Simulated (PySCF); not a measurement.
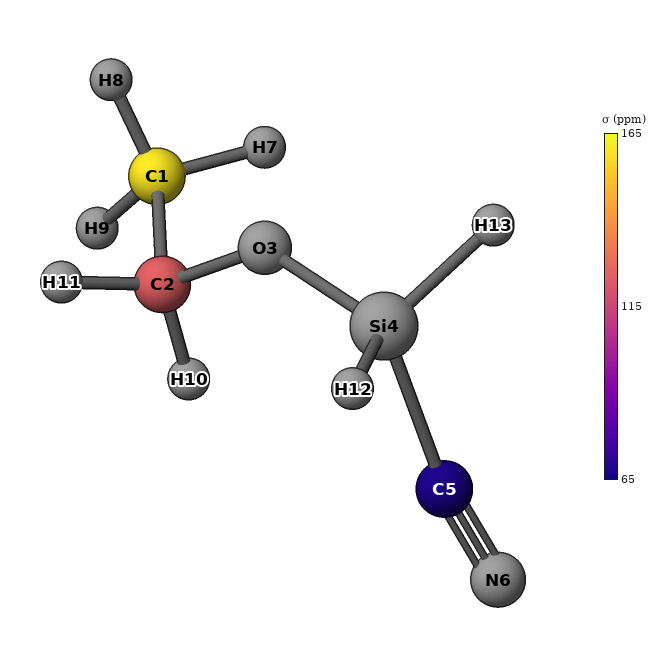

Atoms are coloured by their isotropic NMR shieldings (C only, the others grey). Geometry: a frame of a GFN2-xTB molecular-dynamics simulation, not a minimum. Level of theory: GIAO PBE0/pcSseg-1 NMR shielding, non-relativistic, gas phase (PySCF 2.14.0).

Give the isotropic NMR shieldings of the C atoms atom by atom.

```tsv
atom	σ (ppm)
C1	160.0
C2	123.8
C5	67.4
```
